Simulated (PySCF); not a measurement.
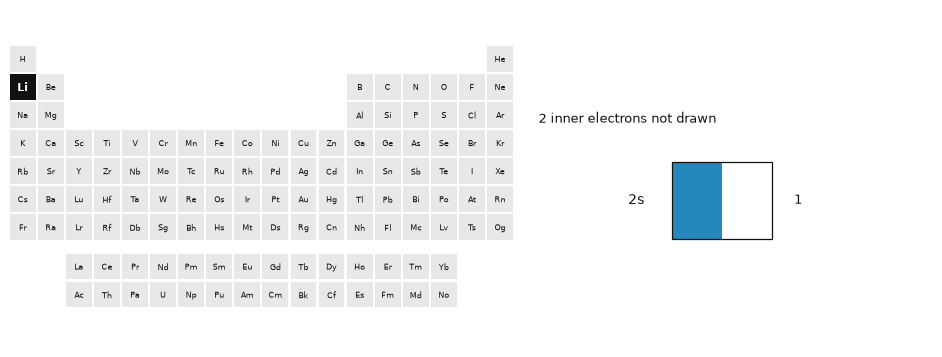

Figure 1. Left, the place of lithium in the periodic table; right, the outer shells of the nominal configuration: a box for each of the 2l + 1 orbitals, shaded by the share of the shell that is filled, with the electron count at the right.

**Li: atomic calculation**

Li, configuration 1s2 2s1, multiplicity 2. Computed at this level: unrestricted LDA, STO-3G, non-relativistic, point nucleus (PySCF).

### What the run reported

- outcome: converged
- total energy: −7.221296 hartree
- kinetic energy: 7.382116 hartree
- ⟨S²⟩: 0.750
- SCF iterations: 3
- hardware: 1 thread of Arm Neoverse V2, 23 GiB of memory available, shared host

### What is odd here

This input holds a deliberate oddity: minimal basis. The program ran to the end. Its numbers are those of this setting; this run alone doesn't show how far the oddity moves them.

### Input
```python
from pyscf import gto, scf, dft, mp, cc
import basis_set_exchange as bse
mol = gto.M(atom="Li 0 0 0", charge=0, spin=1, symmetry="D2h",
            basis=gto.basis.parse(bse.get_basis("STO-3G", elements=["Li"], fmt="nwchem", header=False)))
mf = dft.UKS(mol, xc="LDA,VWN")
mf.irrep_nelec = {'Ag': (2, 1)}
mf.kernel()
```

The script is an equivalent of what the driver set up; the driver started from orbitals of its own, so the log can be shorter than this script's would be, and it computed the properties (radii, ⟨L²⟩, response) afterwards. It held the occupations shell by shell, which the script's counts by irreducible representation don't always enforce.

The run was one of a batch that the task file lists, launched with:
```bash
OMP_NUM_THREADS=1 python <driver script> TASK.json OUT
```

### Output (extracts)
```
damping factor = 0
level_shift factor = 0
DIIS = <class 'pyscf.scf.diis.CDIIS'>
diis_start_cycle = 1
diis_space = 10
diis_damp = 0
SCF conv_tol = 1e-09
SCF conv_tol_grad = None
number electrons alpha = 2  beta = 1
XC functionals = LDA,VWN
    P. A. M. Dirac.,  Math. Proc. Cambridge Philos. Soc. 26, 376 (1930)
    F. Bloch.,  Z. Phys. 57, 545 (1929)
    S. H. Vosko, L. Wilk, and M. Nusair.,  Can. J. Phys. 58, 1200 (1980)
cycle= 1 E= -7.22129586360427  delta_E= -0.00087  |g|= 0.000812  |ddm|= 0.0353
cycle= 2 E= -7.22129624699983  delta_E= -3.83e-07  |g|= 1.88e-05  |ddm|= 0.000742
cycle= 3 E= -7.2212962472062  delta_E= -2.06e-10  |g|= 8.16e-10  |ddm|= 1.68e-05
converged SCF energy = -7.2212962472062  <S^2> = 0.75  2S+1 = 2
```
